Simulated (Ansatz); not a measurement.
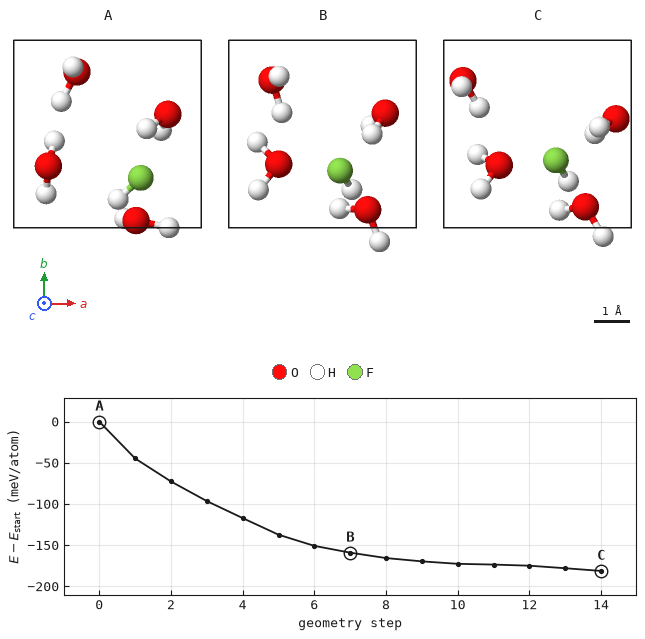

Frames of a relaxation of an amorphous cell of composition H9O4F, marked on the history of the run. The picture is a ball-and-stick view of the cell of the calculation, seen along the c axis.

The cell holds 4 H2O + 1 HF. The run prepares the start of a later molecular dynamics calculation, from a guessed geometry.

The calculation used DFT PBE, scalar-relativistic, plane waves, PAW in Ansatz. Settings: plane-wave cutoff 420 eV; k-point mesh 1 × 1 × 1; occupations fermi dirac; smearing width 0.05 eV; no spin polarisation; atoms relaxed in a fixed cell; force threshold 0.3 eV/Å; at most 15 steps.

Question: What happens along the run?

Answer: The relaxation stopped without meeting its thresholds, so the last structure isn't shown to be converged. It used up its limit of 15 steps. The largest moves, 1.34 Å, are those of H atoms. Largest moves by element: H 1.34 Å, O 1.32 Å, F 0.66 Å. The lattice vectors keep their values. Near-neighbour distances that change, for instance: F–H 0.934 → 1.012 Å, H–O 0.969 → 1.000 Å, H–O 0.969 → 0.976 Å. Among the angles between lasting bonds that change: H–O–H 104.0° → 113.3°, H–O–H 104.0° → 101.1°, H–O–H 104.0° → 106.2°. After 14 geometry steps the energy has fallen by 181 meV per atom. Largest force component: 0.99 eV/Å at the start, 0.92 eV/Å at the end. The forces were under the threshold at step 10, but the run went on from there. Cost: 13 s on 1 thread of Arm Neoverse V1, with other jobs on the host, peak memory 0.28 GiB. From step 0 to 7: an H atom moves most (0.90 Å), energy −159 meV per atom. From step 7 to 14: an H atom moves most (0.98 Å), energy −22.2 meV per atom.

Limits of the set-up: the program's low-accuracy preset was used; the periodic images lie only 5.4 Å apart, so the values are limited by the cell's size.
